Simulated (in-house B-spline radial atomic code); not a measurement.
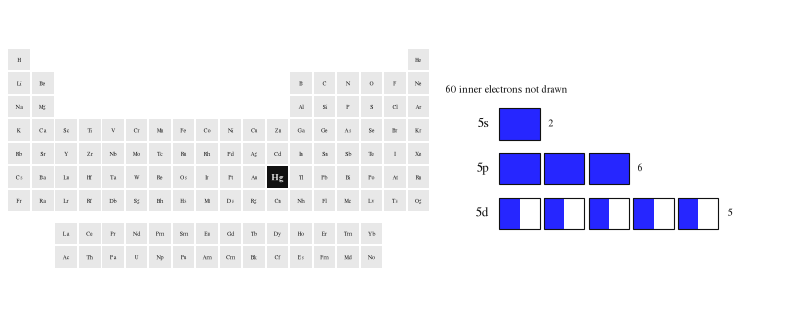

Fig. 1: Left, the place of mercury in the periodic table; right, the outer shells as the input fills them: a box for each of the 2l + 1 orbitals, shaded by the share of the shell that is filled, with the electron count at the right.

RPA and GW calculation for Hg⁷⁺

System: Hg⁷⁺, configuration [Xe] 4f14 5d5.
Method: RPA, second-order and SOSEX correlation energies and G0W0 (contour deformation) on a scalar-relativistic (spin-free one-electron X2C) mean field, all electrons, B-spline basis (in-house B-spline radial atomic code).

## Input
```
Z = 80
electrons = 73.0
configuration = [Xe] 4f14 5d5
hamiltonian = x2c
method = scan,scan
lmax = 9
rms_radius = 5.4648
spin_polarised = True
box_radius = 8.41
intervals = 65
```

Launched within a batch (the task file carries these settings):
```bash
python <driver script> task.json out
```

The program writes its results to a structured record and prints no log; tables and figures of this report are taken from that record.

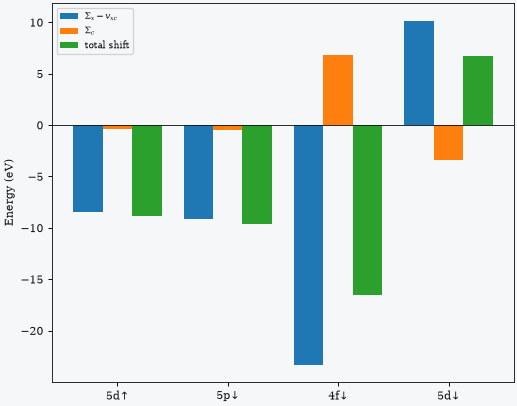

Fig. 2: Parts of the G₀W₀ correction to each level for Hg⁷⁺ ([Xe] 4f¹⁴ 5d⁵). All-electron spherical atom, scalar X2C, SCAN start, no spin-orbit coupling, Breit or QED terms; computed with a B-spline radial code. The quasi-particle equation is solved at full frequency; levels of low quasi-particle weight Z are left out. Σ columns are in eV, and Σc holds an estimate for the angular momenta beyond the basis. G₀W₀ moves the highest occupied level, 5d↑, from −109.13 to −117.93 eV (renormalisation factor Z = 0.97). The empty level 5d↓ goes from −102.38 to −95.62 eV.

```
Level  Mean field (eV)  Σx − vxc (eV)  Σc (eV)     Z  G₀W₀ (eV)
  5d↑          −109.13          −8.42    −0.38  0.97    −117.93
  5p↓          −168.21          −9.17    −0.47  0.96    −177.85
  4f↓          −203.77         −23.31     6.79  0.93    −220.29
  5d↓          −102.38          10.16    −3.39  0.97     −95.62
```

## Results in brief

| quantity | value |
| --- | --- |
| outcome | converged |
| mean-field total energy | −19614.01120 hartree |
| total energy with exact exchange alone | −19607.61429 hartree |
| exact exchange energy | −369.21732 hartree |
| RPA correlation, extrapolated in the angular momentum of the empty orbitals | −6.57795 hartree |
| RPA correlation, as summed | −6.40174 hartree |
| direct second-order term | −7.41157 hartree |
| second-order exchange term | 1.85553 hartree |
| SOSEX term | 1.75906 hartree |
| hardware | 1 CPU thread, shared host |
| wall time | 5.5 s |

## Notes

To bear in mind: spin-orbit coupling, Breit and QED terms are absent.
